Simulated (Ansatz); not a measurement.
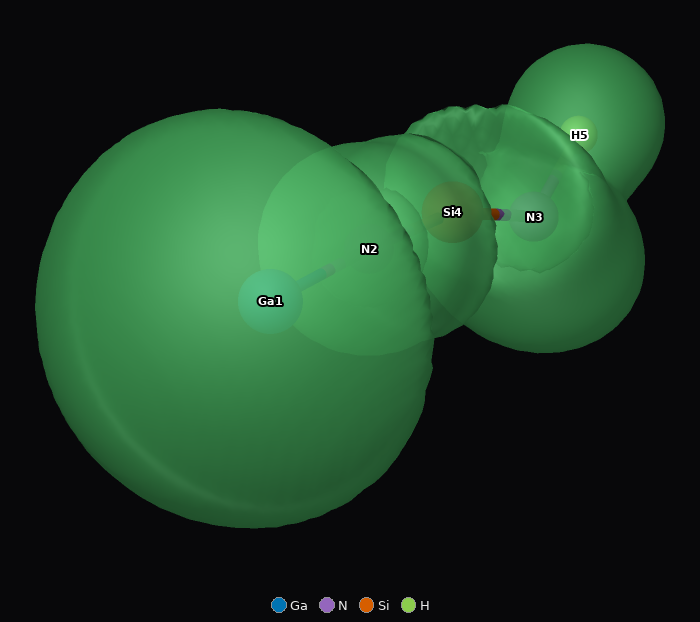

*GaHN₂Si. Isosurface of the ELF at 0.75 (green), seen at an oblique angle. Only the valence region is drawn (cores and ρ < 0.01 e/Å³ removed).*

Geometry: B3LYP-D3(BJ)/def2-SVP.

These are results of Ansatz, isolated molecule in a Gaussian basis; Kohn-Sham density functional theory, functional PBE0, not measurements.

```xyz
5

Ga   -2.2189    0.9879   -4.2343
N    -1.4071    1.3132   -2.5935
N     0.3548    1.5985   -0.0118
Si   -0.6553    1.5523   -1.2210
H     0.3168    2.0157    0.9101
```

Q: Where are the electrons localised?

A: At this value the surface marks out one lobe on Ga, pointing away from the bonds (lone pairs), one region wrapped around N (its valence shell) and one joined region spread over several atoms (H, N, Si), in which their bonds and any lone pairs are merged. Profiles from the grid: Si–N (1.58 Å): the ELF peaks at about 0.80 between the atoms (a polar covalent bond). Ga–N (1.86 Å): the ELF peaks at about 0.85 in the valence shell of N, 0.6 Å from its nucleus, and is about 0.30 at the midpoint.
